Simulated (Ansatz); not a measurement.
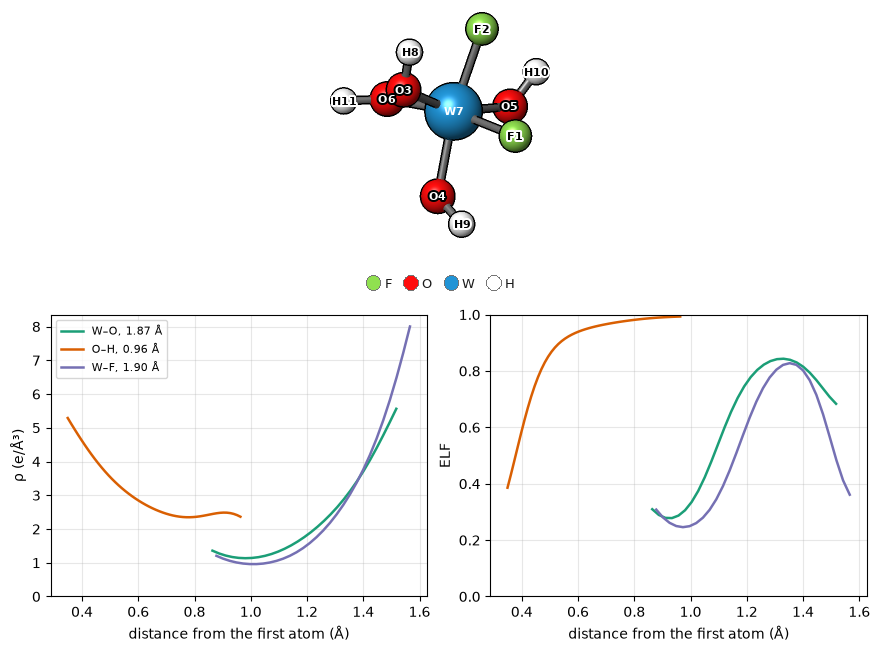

Figure. F2H4O4W (SMILES [OH][W]([OH])([OH])([OH])([F])[F]). Electron density and electron localisation function along straight lines between neighbouring atoms. The curves leave out the atomic cores. The structure is drawn too.

Geometry: PBE0-D4/def2-SVP; core potentials replace the inner electrons of W.

Theory: isolated molecule in a Gaussian basis; Kohn-Sham density functional theory, functional PBE0 (Ansatz).

Input

```
crystal:
  periodic: [false, false, false]
  atoms:
    - symbol: F
      position_ang: [0.197980, 0.750255, 1.795662]
    - symbol: F
      position_ang: [-1.428096, 1.289984, -0.186824]
    - symbol: O
      position_ang: [-1.343879, -1.041196, 0.610627]
    - symbol: O
      position_ang: [1.510752, -0.963846, 0.574726]
    - symbol: O
      position_ang: [0.967873, 1.553730, -0.674971]
    - symbol: O
      position_ang: [0.063200, -0.794571, -1.623327]
    - symbol: W
      position_ang: [0.049474, 0.085423, 0.023932]
    - symbol: H
      position_ang: [-2.240671, -0.716791, 0.755698]
    - symbol: H
      position_ang: [1.866442, -0.884270, 1.468826]
    - symbol: H
      position_ang: [0.569643, 2.407528, -0.883334]
    - symbol: H
      position_ang: [-0.212729, -1.686245, -1.861015]
basis:
  gaussian:
    orbitals: def2-SVPD
output: {forces: true, orbitals: {seedname: orbitals}}
hamiltonian:
  xc: {name: PBE0}
```

Launched as:

```sh
ansatz run input.yaml --threads 2 --pin off --max-ram 6090MiB --events-out events.jsonl --progress --plain --runs-dir runs
```

Question: What can be read from the curves?

Answer: W–O (1.87 Å): ρ at the midpoint is about 1.2 e/Å³; the ELF peaks at about 0.85 in the valence shell of O, 0.5 Å from its nucleus, and drops to about 0.30 between the two atoms.
O–H (0.96 Å): ρ at the midpoint is about 3.7 e/Å³; the ELF climbs to about 1 towards the hydrogen, as it does in any bond to H: an ordinary covalent bond to hydrogen.
W–F (1.90 Å): ρ is about 1 e/Å³ halfway; the ELF peaks at about 0.85 in the valence shell of F, 0.5 Å from its nucleus, and drops to about 0.25 between the two atoms.
